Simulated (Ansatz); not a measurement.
H2···H7NSi2

```yaml
atoms:
  - { symbol: H, position_ang: [-1.0885, -0.5468, -3.7976] }
  - { symbol: H, position_ang: [-0.8971, 0.1737, -3.8401] }
  - { symbol: Si, position_ang: [1.1359, -0.0569, 2.0078] }
  - { symbol: N, position_ang: [-0.3129, 0.1905, 1.1038] }
  - { symbol: Si, position_ang: [-0.5620, 0.0691, -0.5998] }
  - { symbol: H, position_ang: [2.1193, -0.7019, 1.1031] }
  - { symbol: H, position_ang: [0.8801, -0.9314, 3.1846] }
  - { symbol: H, position_ang: [1.7177, 1.2142, 2.5232] }
  - { symbol: H, position_ang: [-1.1075, 0.5158, 1.6375] }
  - { symbol: H, position_ang: [0.6384, -0.5839, -1.1770] }
  - { symbol: H, position_ang: [-0.7485, 1.3977, -1.2479] }
  - { symbol: H, position_ang: [-1.7749, -0.7399, -0.8976] }
```

Geometry: PBE0-D4/def2-TZVP.

The calculation used RKS PBE0-D4/def2-TZVPPD in Ansatz 0.2.0.

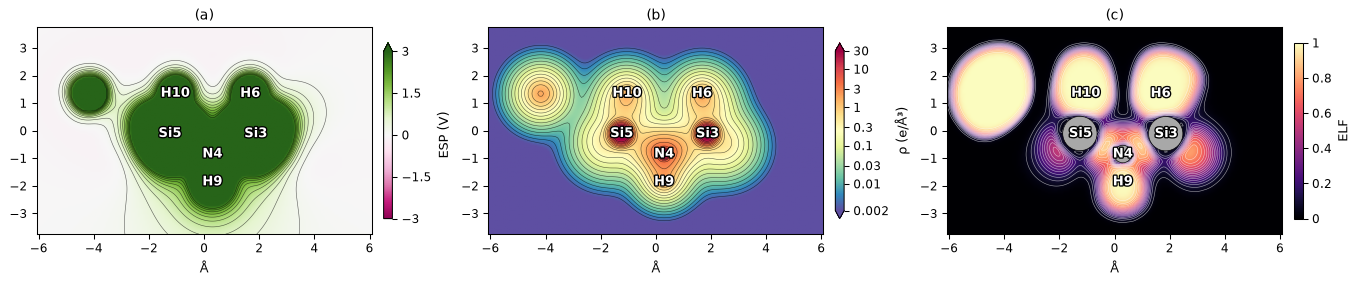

Figure 1. (a) electrostatic potential; (b) electron density; (c) ELF on the plane of atoms Si5, N4 and H9. Grey discs cover the atomic cores in the ELF map.

Read the bonding off the picture.

Atoms in the plane: Si, N and H. Si3···H10 (3.27 Å): the density falls to about 0.07 e/Å³ on the way; the ELF dips to about 0.05 between them: a weak contact between the two molecules. Si–N (1.73 Å): the density is about 1.1 e/Å³ at the midpoint; the ELF peaks at about 0.90 between the atoms: a polar covalent bond. N–H (1.01 Å): ρ at the midpoint is about 2.8 e/Å³; the ELF climbs to about 1 towards the hydrogen, as it does in any bond to H; a covalent bond by its length. Si–H (1.48 Å): the density is about 0.82 e/Å³ at the midpoint; the ELF climbs to about 1 towards the hydrogen. The potential has no marked negative region in this plane.

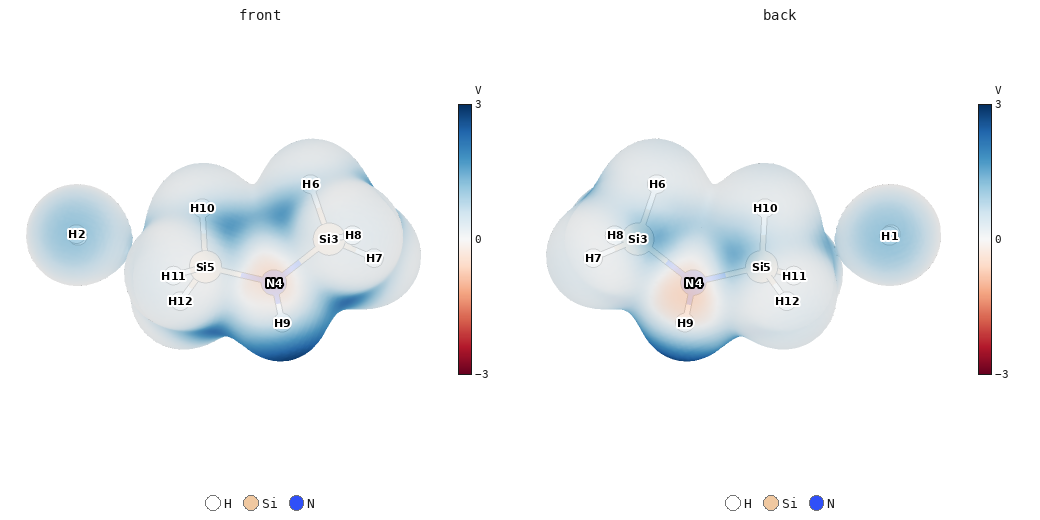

Figure 2. The molecular electrostatic potential painted on the density surface at 0.004 e/bohr³, seen from the front and from behind; the colour scale runs from red (negative) to blue (positive).

Where is the surface potential most negative and most positive?

The most negative region (about −0.5 V) lies over N4, the most positive (about +2.7 V) over H9.

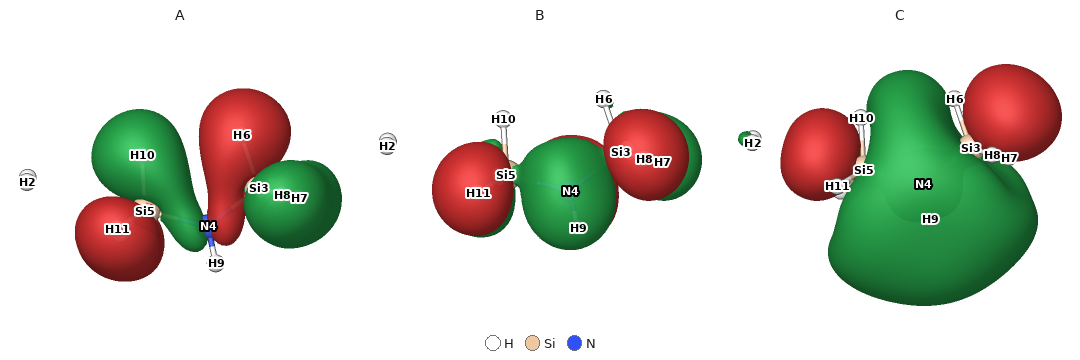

Figure 3. Three frontier orbitals at ±0.05 Å⁻³ᐟ² (green and red are the two phases), in no order.

Order the three orbitals by energy and name them.

A is the HOMO−1 (−9.37 eV). It lies mainly on Si3 (about 20 %), Si5 (about 20 %), H10 (about 15 %), H6 (about 15 %), H7 (about 5 %) and H12 (about 5 %). B is the HOMO (−7.52 eV). It lies mainly on N4 (about 50 %), Si3 (about 10 %), Si5 (about 10 %), H8 (about 5 %) and H11 (about 5 %). C is the LUMO (−0.25 eV). It lies mainly on Si3 (about 30 %), Si5 (about 25 %), H9 (about 15 %) and N4 (about 10 %).

What is the HOMO–LUMO gap?

7.27 eV between the orbital energies.
